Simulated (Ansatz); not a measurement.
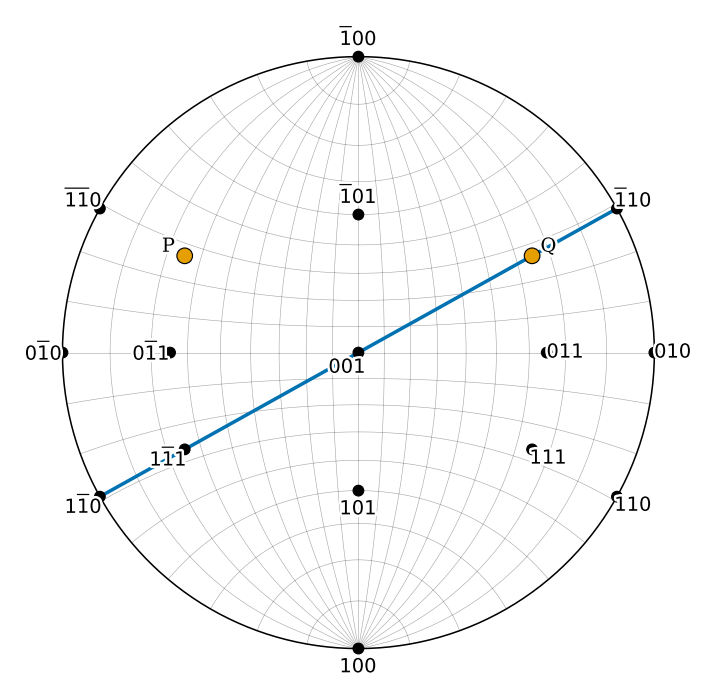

For Br, the input geometry of an electronic-structure calculation (not necessarily at equilibrium): stereographic projection of plane normals (upper hemisphere) centred on (0 0 1). All values are computed from the atomic coordinates in the standard setting (tolerance 0.002 Å).

a = 7.193 Å, b = 4.008 Å, c = 8.573 Å, α = 90.00°, β = 90.00°, γ = 90.00°.

> Index the poles marked P, Q.

P is (−1 −1 1), 67.8° from the centre; Q is (−1 1 1), 67.8° from the centre.

> Which zone does the coloured great circle trace?

The zone [1 1 0]: its poles satisfy h + k = 0.

> What is the angle between the normals of (1 0 0) and (−1 −1 1), and what are their d_hkl = 1/|g|?

116.8°; d = 7.193 Å and 3.241 Å.
